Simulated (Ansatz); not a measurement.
## LiI (Lithium Iodide): methods side by side

The species is LiI (2 atoms), meant as a singlet with charge 0. As SMILES, `[Li][I]`. Geometry: the measured bond length.

```
atom   x (Å)   y (Å)   z (Å)
  Li  0.0000  0.0000  0.0000
   I  0.0000  0.0000  2.3919
```

Quantity: the energy change with the Li1–I2 bond stretched from 2.392 to 5.980 Å, in eV. The values are calculated.

```
                        level                    kind  program  value (eV)  less FCI/STO-3G  CPU time (all runs)
   r2SCAN/STO-3G (restricted)                meta-GGA   Ansatz        4.93            +0.99                 12 s
CAM-B3LYP/STO-3G (restricted)  range-separated hybrid   Ansatz        5.71            +1.77                  5 s
    HSE06/STO-3G (restricted)  range-separated hybrid   Ansatz        5.13            +1.19                5.2 s
    wB97X/STO-3G (restricted)  range-separated hybrid   Ansatz        6.04            +2.10                 19 s
   B2PLYP/STO-3G (restricted)           double hybrid   Ansatz        4.73            +0.79                6.7 s
      MP2/STO-3G (restricted)     perturbation theory   Ansatz        4.85            +0.91                  1 s
  CCSD(T)/STO-3G (restricted)   coupled cluster or CI   Ansatz        3.93            -0.01               0.81 s
     CCSD/STO-3G (restricted)   coupled cluster or CI   Ansatz        3.89            -0.05               0.82 s
                   FCI/STO-3G      exact in the basis   Ansatz        3.94             0.00                3.8 s
```

FCI/STO-3G is exact within its basis and frozen core, so for wave-function methods in that basis the difference is their error; functionals converge differently with the basis, so for them it is only a difference. All-electron rows without a relativistic Hamiltonian named are non-relativistic. The first shape isn't each level's own minimum. The values span 3.89 to 6.04 eV. Minimal STO sets describe s-block atoms so badly that they can place the ion below the atom. All rows use very small basis sets, so even the best lies far from the true value. In the correlated wave-function rows the outer d shell of I is correlated, in sets not made for it. CPU times are rough (shared hosts, several kinds of processor): they show what a rung costs within a factor of a few.

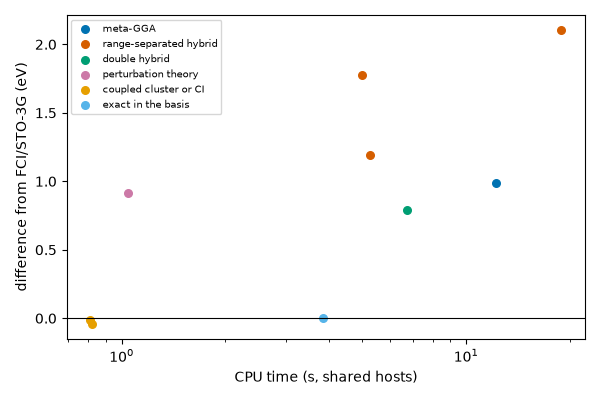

Difference from FCI/STO-3G against processor time, one point a level.
